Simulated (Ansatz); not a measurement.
**Nudged elastic band, with input and output: BSiH4O2F (part 2 of 2)**

BSiH4O2F; RKS PBE0/6-31G* (Ansatz 0.2.0). The run did not end well. It belongs to a series of runs on one base structure; here: band between the two ends.

Geometry of the input (Å):
```
O  -1.5806  0.5252  0.3706
B  -0.3778  1.1642  0.3511
F  -0.3009  2.4590  0.6685
O  0.7522  0.5049  0.0094
Si 0.9184  -1.1028  -0.4162
H  -2.2997  1.1129  0.6308
H  2.3628  -1.3134  -0.6845
H  0.1326  -1.4070  -1.6418
H  0.4816  -1.9891  0.6950
```

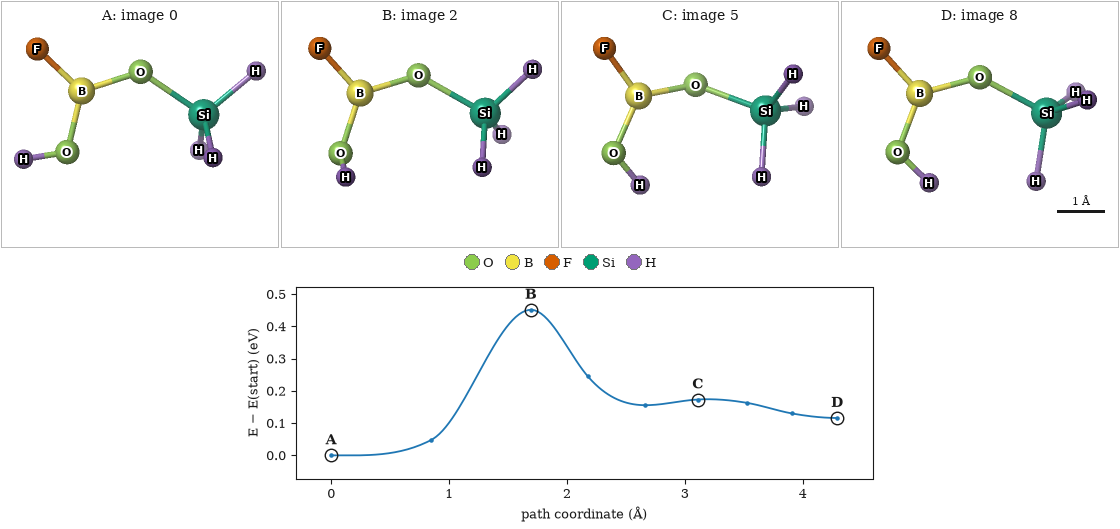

*Images of the last band (counted from 0; ball-and-stick, seen at a tilt) above the energy along the path; the line is a cubic interpolation that uses the forces.*

The highest image is number 2, 0.452 eV above the start and 0.336 eV above the end (the climbing image); the end lies 0.116 eV above the start. The path is 4.29 Å long. The band had not converged after 60 iterations.

```
Unfinished report: {"positions_ang":[[-1.6950532313726594,0.7948917256039428,0.4240651432515474],[-0.4368369012665851,1.2998100866389406,0.2096742037915255],[-0.18887433688432118,2.577882149646257,0.48212889855154145],[0.5791227266416288,0.5869992961284131,-0.33766644348534025],[0.8458336848856083,-1.0484173497425366,-0.4894273537808933],[-1.8590910467415764,0.33906761770948324,1.253719545066494],[2.3015327393583864,-1.2553928775247345,-0.2883434624703811],[0.4496477702604545,-1.5495358112632418,-1.8312298610109707],[0.0922195851190649,-1.7915048271965255,0.5599783300864765]],"unchecked":["starts","cluster_reference","orbital_swaps","neighbouring_geometries","increment"],"mean_field":{"relativity":"none","state":{"energy":{"ev":-15422.873339220778,"hartree":-566.7801412173443},"converged":true,"gradient_ev":0.000020172746878804462,"stability":{"kind":"minimum","curvature_ev":44.248025277478185},"curvature_floor_ev":0.00030000000000000003,"spin_squared":1.7763568394002505e-14},"others":[],"fillings":{"estimated":0,"unestimated":0,"tried":0,"untried":0,"excluded_magnetic_sites":0},"n_dropped_functions":0,"n_trapped_functions":0,"passes":{"evaluations":3,"products":18},"factors":{"origin":"Cholesky decomposition","count":879,"bound_ev":0.0007024751681193597},"gradient_stop_ev":0.00009,"reference_kind":"stationary","functional":{"name":"PBE0","citations":["Adamo & Barone, J. Chem. Phys. 110, 6158 (1999) doi:10.1063/1.478522","Perdew, Burke & Ernzerhof, Phys. Rev. Lett. 77, 3865 (1996) doi:10.1103/PhysRevLett.77.3865"],"text":"name \"PBE0\"\ncite \"Adamo & Barone, J. Chem. Phys. 110, 6158 (1999) doi:10.1063/1.478522\"\ncite \"Perdew, Burke & Ernzerhof, Phys. Rev. Lett. 77, 3865 (1996) doi:10.1103/PhysRevLett.77.3865\"\nparent pbe\nparameter a = 0.25\nparameter kappa = 0.804\nparameter beta = 0.06672455060314922\nexchange = (1 - a)*pbe_x(kappa = kappa, mu = beta*pi^2/3) + a*exact_x\ncorrelation = pbe_c(beta = beta)\n","parameters":{"a":{"value":0.25,"default":0.25},"beta":{"value":0.06672455060314922,"default":0.06672455060314922},"kappa":{"value":0.804,"default":0.804}},"final_grid":{"core_spheres":13.0,"valence_spheres":11.0,"degree":36.0},"final_grid_parameter_source":"default","radial_points_factor":1.0,"radial_grid_error_ev":3.235511906987185e-7,"grid_sensitivity":"normal","grid_sensitivity_ratio":0.001870803151768979},"unsmoothed_excess_ev":-0.00002381604123210508,"symmetry":{"irreps":["A"],"axes":[[0.998758752589081,0.027495753626197023,-0.041532368813135066],[-0.028410957189876712,0.9993627377227986,-0.02160870108885752],[0.04091175427988628,0.022761853696921804,0.9989034619912086]],"occupied":[{"A":24},{"A":24}]},"held":{"pivots":879,"left_out":0,"joined":0},"density_repulsion":{"missed_ev":0.000047813511013106767,"excess_ev":0.0,"most_excess_ev":0.0001296,"are_drawn_again":false,"n_first_factors":879,"energy_change_ev":0.0,"n_dropped_ends":0}},"factors":{"origin":"Cholesky decomposition","count":879,"bound_ev":0.0007024751681193597},"n_frozen":0,"n_occupied":[24,24],"n_virtual":[63,63],"reference":{"ev":-15422.873339220778,"hartree":-566.7801412173443},"total":{"ev":-15422.873339220778,"hartree":-566.7801412173443},"forces_ev_per_angstrom":[[0.005396660927189863,-0.03379864100838633,-0.013599135867307478],[0.005071658121946548,0.0035465319347206662,-0.003094496917904297],[-0.048107408566581335,0.027654791300287394,-0.05681403490526436],[0.051207673602066996,0.0057478406880761765,0.0720396969872195],[0.0007632783708748423,0.0040424529114366685,0.015061183678159373],[0.021735243503928175,-0.0025174067650333815,0.0042785288028964535],[-0.0045864327512587415,-0.046943660117291536,-0.01773936895974243],[-0.02861358631808273,0.0585450007060743,0.0029656973755322496],[-0.0028670868925247655,-0.016276909643121232,-0.003098070198932055]],"charge_distribution":{"dipole_moment_e_ang":[-0.0389109720657362,-0.4732823095858821,0.2527576376057862],"mulliken_charges_e":[-0.6177992778796053,0.5906652510717629,-0.22768134886699798,-0.5025847923500244,0.5549789237672584,0.4388626897307949,-0.07141417451124177,-0.07229785856604098,-0.09272941239589083],"lowdin_charges_e":[-0.12390877779277787,-0.5637313938915538,0.17953203855264377,0.0037679317710752613,0.3904166793438968,0.3378587927508515,-0.07066524399647167,-0.07186653114580999,-0.08140349559183258]},"n_threads":2,"memory_gib":2.556818182580173,"seconds":{"hamiltonian":1.033268838,"orbitals":0.0,"second_order":0.0,"solver_start":0.0,"cycles":0.0,"cycle":0.0,"perturbative":0.0,"full_ci_increment":0.0,"forces":0.0}}
this run last wrote the band of iteration 60 to [file]
Error: NEB band did not converge after 60 iterations: max|band force component| = 9.48e-2 eV/Å (threshold 5.0e-2); raise `neb.max_iterations` in a new run, which can start from the last band evaluated (`neb.initial_path`, with `crystal.atoms` and `neb.final_atoms` set to its first and last images), add images, or start from endpoints closer to local minima. Where this run's directory can be resumed (`checkpoint.write`), a resume goes on for up to `neb.max_iterations` more; to start a new run from the last band, take its images' positions from the `neb_iteration` event of iteration 60 (`data.images[].positions_ang`), in the event stream of the run that computed that iteration (not this run's, if it was resumed behind it). With `checkpoint.write`, `steps/00-neb/state/checkpoint.json` in the run directory holds the last saved band, under `neb.evaluated.images[].positions_ang` (a band under a hybrid functional on support functions is neither saved nor resumed: `neb.initial_path` says where its path is): check the last entry of `neb.iterations` there, which is earlier than 60 if that iteration was not saved or its write failed. If the band's step has no `state` directory and holds `state.next`, a write was cut short, and the file is under `state.next` instead (behind a loss of power it can be under `state.prev`)
this run wrote the band of iteration 60 to [file] as well, whether or not its events were kept: a new run's `neb.initial_path` can list its `images[].positions_ang`
a run's events are kept only if it was started with --events-out <file>, and are in that file
```

The last band as extended XYZ (Å, eV, eV/Å)
```
9
Properties=species:S:1:pos:R:3:forces:R:3 image=0 energy=-15423.32489
O    -1.5806    0.5252    0.3706    0.0059   0.0006   0.0058
B    -0.3778    1.1642    0.3511    0.0020   0.0002  -0.0181
F    -0.3009    2.4590    0.6685   -0.0091  -0.0023   0.0051
O     0.7522    0.5049    0.0094   -0.0001  -0.0097   0.0068
Si    0.9184   -1.1028   -0.4162   -0.0047   0.0163  -0.0015
H    -2.2997    1.1129    0.6308    0.0034   0.0045   0.0005
H     2.3628   -1.3134   -0.6845   -0.0048  -0.0037  -0.0002
H     0.1326   -1.4070   -1.6418    0.0050  -0.0027   0.0043
H     0.4816   -1.9891    0.6950    0.0024  -0.0032  -0.0026
9
Properties=species:S:1:pos:R:3:forces:R:3 image=1 energy=-15423.27708
O    -1.5627    0.5179    0.4766    0.0650  -0.1296   0.0822
B    -0.4004    1.1925    0.2583    0.0070  -0.0489   0.0138
F    -0.2657    2.4718    0.6152   -0.0809  -0.0251  -0.0006
O     0.6463    0.5622   -0.3219    0.0420   0.0000   0.0072
Si    0.8907   -1.0818   -0.4889    0.0168  -0.0037  -0.0063
H    -2.1839    0.9782    1.0484   -0.0748   0.2045  -0.0536
H     2.3538   -1.2998   -0.3713    0.0190  -0.0239  -0.0271
H     0.4239   -1.5558   -1.8182   -0.0141   0.0309  -0.0115
H     0.1866   -1.8314    0.5847    0.0199  -0.0042  -0.0041
9
Properties=species:S:1:pos:R:3:forces:R:3 image=2 energy=-15422.87332
O    -1.6951    0.7949    0.4241    0.0054  -0.0338  -0.0136
B    -0.4368    1.2998    0.2097    0.0051   0.0035  -0.0031
F    -0.1889    2.5779    0.4821   -0.0481   0.0277  -0.0568
O     0.5791    0.5870   -0.3377    0.0512   0.0057   0.0720
Si    0.8458   -1.0484   -0.4894    0.0008   0.0040   0.0151
H    -1.8591    0.3391    1.2537    0.0217  -0.0025   0.0043
H     2.3015   -1.2554   -0.2883   -0.0046  -0.0469  -0.0177
H     0.4496   -1.5495   -1.8312   -0.0286   0.0585   0.0030
H     0.0922   -1.7915    0.5600   -0.0029  -0.0163  -0.0031
9
Properties=species:S:1:pos:R:3:forces:R:3 image=3 energy=-15423.07982
O    -1.7184    0.9672    0.6333   -0.0024   0.2203   0.2808
B    -0.4700    1.3439    0.2420   -0.0070   0.0642   0.0445
F    -0.1919    2.6358    0.3713   -0.0010   0.1054  -0.2001
O     0.5029    0.5566   -0.2893   -0.0402  -0.0427   0.1099
Si    0.8640   -1.0479   -0.4632   -0.0081  -0.0106   0.0330
H    -1.8355    0.0863    0.9931    0.1067  -0.3063  -0.2850
H     2.3232   -1.2120   -0.2537   -0.0081  -0.0288   0.0066
H     0.4959   -1.5447   -1.8156   -0.0279   0.0549   0.0136
H     0.1184   -1.8312    0.5650   -0.0122  -0.0563  -0.0034
9
Properties=species:S:1:pos:R:3:forces:R:3 image=4 energy=-15423.16923
O    -1.6360    0.9943    0.8999    0.0159  -0.0007   0.0638
B    -0.4848    1.3483    0.2713    0.0110   0.0275   0.0092
F    -0.1191    2.6200    0.3763   -0.0377   0.0316  -0.0541
O     0.3062    0.5156   -0.4590    0.0090   0.0084   0.0305
Si    0.8493   -1.0434   -0.4795   -0.0026  -0.0134   0.0112
H    -1.8557    0.0607    0.8166    0.0305  -0.0249  -0.0611
H     2.3038   -1.0627   -0.1847    0.0001  -0.0203   0.0095
H     0.6006   -1.6428   -1.8150   -0.0157   0.0254  -0.0058
H     0.1242   -1.8363    0.5569   -0.0105  -0.0337  -0.0031
9
Properties=species:S:1:pos:R:3:forces:R:3 image=5 energy=-15423.15160
O    -1.5253    0.9755    1.0303   -0.0076   0.0090   0.0057
B    -0.4589    1.3251    0.2651   -0.0038   0.0150   0.0066
F    -0.0005    2.5629    0.3974   -0.0470   0.0346  -0.0360
O     0.1543    0.4920   -0.6256    0.0308   0.0065   0.0391
Si    0.7984   -1.0281   -0.5129    0.0072  -0.0133   0.0053
H    -1.8288    0.0783    0.8513    0.0140   0.0060   0.0051
H     2.1995   -0.9459   -0.0265    0.0133  -0.0458   0.0005
H     0.7555   -1.6702   -1.8487   -0.0094   0.0214  -0.0143
H    -0.0057   -1.8358    0.4525    0.0025  -0.0333  -0.0119
9
Properties=species:S:1:pos:R:3:forces:R:3 image=6 energy=-15423.16191
O    -1.4124    0.9368    1.1043   -0.0158   0.0131  -0.0015
B    -0.4355    1.3383    0.2496   -0.0064   0.0143   0.0040
F    -0.0565    2.6071    0.3183   -0.0466   0.0326  -0.0415
O     0.1714    0.5250   -0.6653    0.0424   0.0056   0.0458
Si    0.7512   -1.0214   -0.5314    0.0097  -0.0123   0.0046
H    -1.6768    0.0210    0.9597    0.0091   0.0034   0.0202
H     2.0833   -0.9967    0.1247    0.0198  -0.0573  -0.0017
H     0.8470   -1.6221   -1.8825   -0.0104   0.0271  -0.0187
H    -0.1832   -1.8342    0.3056   -0.0018  -0.0265  -0.0113
9
Properties=species:S:1:pos:R:3:forces:R:3 image=7 energy=-15423.19499
O    -1.3978    0.9230    1.1013   -0.0102   0.0083  -0.0052
B    -0.4310    1.3660    0.2550   -0.0036   0.0069   0.0008
F    -0.2046    2.6723    0.2282   -0.0275   0.0138  -0.0236
O     0.3159    0.5709   -0.5647    0.0259   0.0017   0.0296
Si    0.7489   -1.0272   -0.5314    0.0056  -0.0058   0.0025
H    -1.5483   -0.0272    1.0383    0.0078   0.0020   0.0164
H     2.0589   -1.1754    0.1512    0.0085  -0.0343  -0.0049
H     0.8244   -1.5393   -1.9202   -0.0054   0.0167  -0.0076
H    -0.2780   -1.8093    0.2253   -0.0013  -0.0095  -0.0079
9
Properties=species:S:1:pos:R:3:forces:R:3 image=8 energy=-15423.20904
O    -1.4638    0.9367    1.0365    0.0036  -0.0044  -0.0041
B    -0.4309    1.3794    0.2722    0.0102  -0.0068  -0.0075
F    -0.2933    2.6926    0.1473   -0.0037   0.0039   0.0008
O     0.4697    0.5845   -0.3730   -0.0017  -0.0003   0.0051
Si    0.7699   -1.0364   -0.5179   -0.0040   0.0095   0.0036
H    -1.5158   -0.0246    1.0843   -0.0021  -0.0033   0.0019
H     2.0925   -1.3516    0.0761    0.0018  -0.0022  -0.0002
H     0.7440   -1.4155   -1.9517   -0.0017   0.0001  -0.0014
H    -0.2838   -1.8114    0.2092   -0.0024   0.0035   0.0018
```

What the run reported

```csv
quantity,value
outcome,not converged
"barrier, forward (band not converged)",0.452 eV
"barrier, backward",0.336 eV
wall time,7.6 min (CPU time 15 min)
peak memory,0.21 GiB
```

Diagnosis

The run did not converge: “NEB band did not converge after 60 iterations: max|band force component| = 9.48e-2 eV/Å (threshold 5.0e-2); raise `neb.max_iterations` in a new run, which can start from the last band evaluated (`neb.initial_path`, with `crystal.atoms` and `neb.final_atoms` set to its first and last images), add images, or start from endpoints closer to local minima …” Its last values are not results.
